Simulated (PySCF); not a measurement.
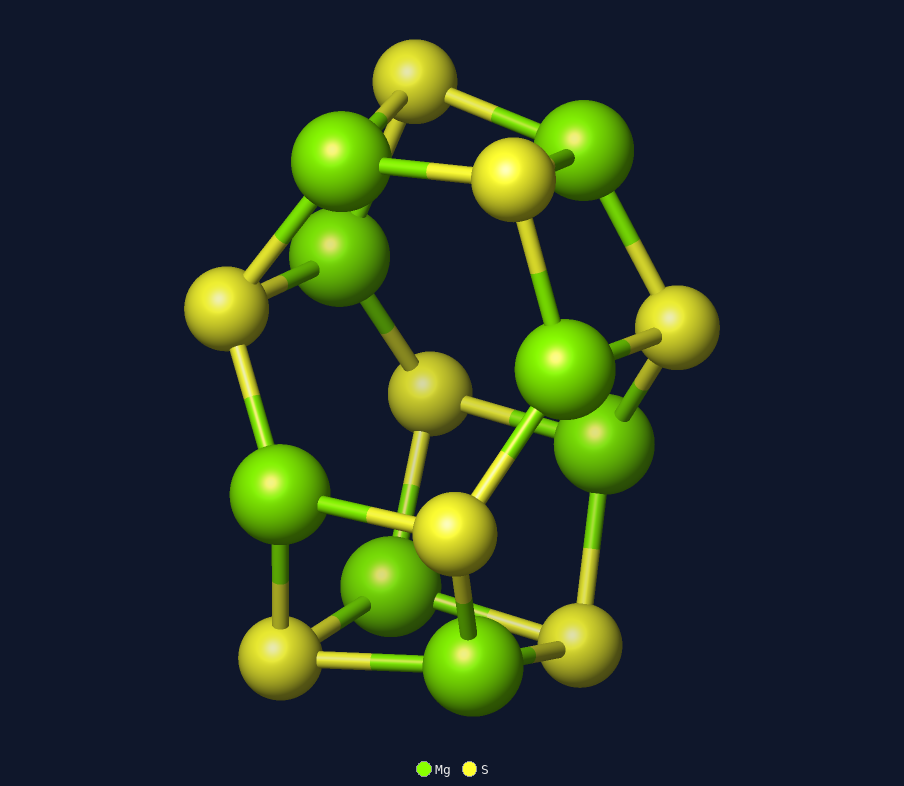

The geometry was computed by an optimisation with GFN1-xTB. No frequency run is at hand to confirm it as a minimum. Method: PBE0/6-31G*, gas phase (PySCF 2.14.0). Excitations: vertical, linear response.

Estimate the mean static polarisability.

295.8 bohr³.

Give the HOMO energy (Kohn–Sham orbital) at this level.

−6.86 eV.

Give the lowest vertical singlet excitation at this level.

4.06 eV.

Give the LUMO energy (Kohn–Sham orbital) at this level.

−1.95 eV.

The geometry is semi-empirical. Around Mg such bond lengths and angles can be off by a tenth of an ångström or more and by several degrees, and values that hang on the shape move with them.
